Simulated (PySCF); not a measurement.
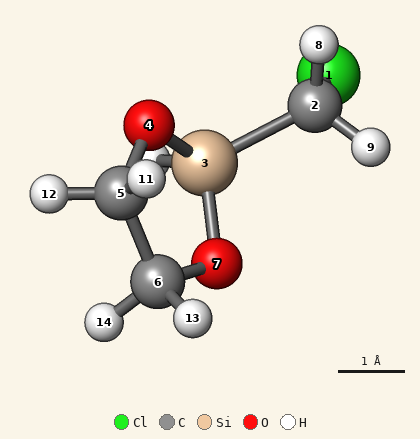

Figure 1. The structure (ball-and-stick view, seen at a tilt; atoms are numbered from 1 in the order of the input). Bond lengths as drawn: C–C 1.55 Å, C–Cl 1.77 Å, C–H 1.09 Å, C–O 1.40 Å, C–Si 1.90 Å, H–Si 1.46 Å and O–Si 1.64 Å.

# NMR shielding calculation of C3H7ClO2Si

The run: NMR shielding calculation of C3H7ClO2Si. Method and program: GIAO B97-D/pcSseg-1 NMR shielding, non-relativistic, IEF-PCM acetone (PySCF 2.14.0).

The geometry comes from this level: GFN2-xTB. It belongs to a series of runs on one base structure; here: solvent acetone; B97-D/pcSseg-1; guess sap. Figures and captions count atoms from 1; the log counts them from 0 in places.

What the program printed
```
final grid: 117320 points
cycle   1  E = -931.2083364861  dE =  7.707e+01  |g| = 1.141e+01  |ddm| = 2.198e+01
cycle   2  E = -793.9041185729  dE =  1.373e+02  |g| = 1.945e+01  |ddm| = 2.477e+01
cycle   3  E = -983.5464807613  dE = -1.896e+02  |g| = 9.316e+00  |ddm| = 1.162e+01
cycle   4  E = -1010.0856017818  dE = -2.654e+01  |g| = 3.685e+00  |ddm| = 1.459e+01
cycle   5  E = -994.6474580651  dE =  1.544e+01  |g| = 8.532e+00  |ddm| = 1.444e+01
cycle   6  E = -1015.8604847985  dE = -2.121e+01  |g| = 3.194e+00  |ddm| = 5.882e+00
cycle   7  E = -1015.5576197023  dE =  3.029e-01  |g| = 2.832e+00  |ddm| = 3.540e+00
cycle   8  E = -1017.8557269936  dE = -2.298e+00  |g| = 1.547e+00  |ddm| = 4.911e+00
cycle   9  E = -1018.4796214050  dE = -6.239e-01  |g| = 3.196e-01  |ddm| = 1.521e+00
cycle  10  E = -1018.4917362730  dE = -1.211e-02  |g| = 2.894e-01  |ddm| = 5.859e-01
cycle  11  E = -1018.5075008159  dE = -1.576e-02  |g| = 9.779e-02  |ddm| = 2.604e-01
cycle  12  E = -1018.5090817339  dE = -1.581e-03  |g| = 3.838e-02  |ddm| = 1.064e-01
cycle  13  E = -1018.5093844167  dE = -3.027e-04  |g| = 7.025e-03  |ddm| = 3.680e-02
cycle  14  E = -1018.5093932555  dE = -8.839e-06  |g| = 2.610e-03  |ddm| = 7.925e-03
cycle  15  E = -1018.5093946464  dE = -1.391e-06  |g| = 7.863e-04  |ddm| = 2.791e-03
cycle  16  E = -1018.5093947918  dE = -1.455e-07  |g| = 2.413e-04  |ddm| = 8.324e-04
cycle  17  E = -1018.5093948055  dE = -1.369e-08  |g| = 2.836e-05  |ddm| = 2.330e-04
cycle  18  E = -1018.5093948057  dE = -1.405e-10  |g| = 1.545e-05  |ddm| = 3.646e-05
converged SCF energy = -1018.5093948057

GIAO shielding tensors (ppm)
atom      isotropic    diamagn.    paramagn.     s11        s22        s33       span
  0 Cl     941.424    1145.881    -204.457    845.891    882.105   1096.276    250.385
  1 C      150.268     253.979    -103.712    130.873    140.433    179.498     48.626
  2 Si     339.088     882.209    -543.121    317.447    346.464    353.353     35.906
  3 O      287.564     399.493    -111.929    239.408    275.147    348.136    108.728
  4 C      114.675     244.542    -129.868     82.528    101.170    160.326     77.797
  5 C      114.674     244.657    -129.983     80.534    102.840    160.648     80.113
  6 O      288.516     399.247    -110.731    244.355    273.438    347.757    103.401
  7 H       28.554      30.362      -1.808     22.593     28.481     34.588     11.995
  8 H       28.567      30.617      -2.050     22.828     28.420     34.452     11.624
  9 H       26.872      29.987      -3.116     23.276     25.476     31.863      8.588
 10 H       27.350      29.240      -1.891     22.742     25.511     33.796     11.054
 11 H       27.371      28.253      -0.882     23.217     25.502     33.394     10.176
 12 H       27.281      28.751      -1.470     23.129     25.456     33.258     10.129
 13 H       27.381      28.608      -1.227     22.687     25.603     33.853     11.166
```

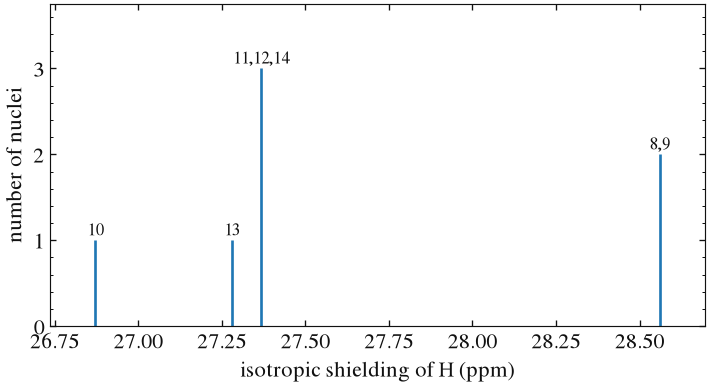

Figure 2. Isotropic shieldings of the hydrogen nuclei in this fixed geometry, labelled by atom number; shielding grows to the right, so chemical shift grows to the left. The least shielded is H10 (26.9 ppm), the most shielded H9 (28.6 ppm).

This output came from the following input.

Input file
```
{"job": {"kind": "nmr", "xc": "B97-D", "basis": "pcSseg-1", "solvent": "acetone", "pop": false, "scf": {"guess": "sap"}}, "charge": 0, "multiplicity": 1}
Cl     3.500735    -1.259160     0.209582
C      2.293407     0.028533     0.396016
Si     0.608018    -0.611076    -0.200359
O     -0.146290     0.455322    -1.187778
C     -1.452897     0.728844    -0.769257
C     -1.713615    -0.028258     0.555776
O     -0.504167    -0.571723     0.999857
H      2.648957     0.870035    -0.192879
H      2.298327     0.305394     1.447454
H      0.691709    -1.924803    -0.825988
H     -1.549997     1.809963    -0.637317
H     -2.148980     0.401678    -1.545589
H     -2.098478     0.635789     1.332790
H     -2.427406    -0.841011     0.395526
```

The first line tells a small driver script what to run in PySCF; the rest is the geometry in Å.

Launch command:
```bash
OMP_NUM_THREADS=1 python <driver script> task.json out
```

Key numbers

| quantity | value |
| --- | --- |
| outcome | converged |
| total energy | −1018.509395 hartree |
| HOMO | −6.40 eV |
| LUMO | −0.36 eV |
| dipole moment | 3.55 D |
| isotropic shielding, Cl | 941.4 ppm |
| isotropic shielding, C | 114.7 to 150.3 ppm |
| isotropic shielding, Si | 339.1 ppm |
| isotropic shielding, O | 287.6 to 288.5 ppm |
| isotropic shielding, H | 26.9 to 28.6 ppm |
| hardware | 1 CPU thread, shared host |
| wall time | 60 s |
| peak memory | 0.8 GiB |

Remarks

Settings chosen away from the usual ones: solvent acetone; B97-D/pcSseg-1; guess sap.
